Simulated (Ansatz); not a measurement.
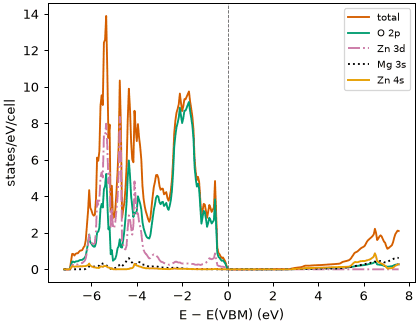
Fig. 1. Total and projected density of states of Mg₃ZnO₄ in space group P4/mmm (No. 123; Pearson symbol tP8), PBEsol (plane waves, PAW; program Ansatz)

Which orbitals carry the states next to the gap?

Top 1 eV of the valence band: O 2p 80 %, Zn 3d 18 %. Bottom 1 eV of the conduction band: Zn 4s 34 %, O 2s 28 %, Mg 3s 19 %, O 2p 18 %. Projections are on Löwdin-orthogonalised atomic valence shells; empty p or d shells of many metals are not among them.

Where is the tallest occupied peak in this window, and what makes it?

Near -5.4 eV, about 14 states/eV per cell; the largest projected share is Zn 3d.

The workflow started from a Materials Project entry (that database holds measured and hypothetical structures alike); the Crystallography Open Database copy checked does not list it. With Mg and Zn taken as one species the cell has the higher symmetry Fm-3m, so it may be an ordered model of a mixed-site phase. Whether it is the stable phase at ambient conditions was not checked. Symmetry was held in the PBEsol relaxation; of distortions, only those at the zone centre were tested.

Potentials: the later of the program's two PAW sets.
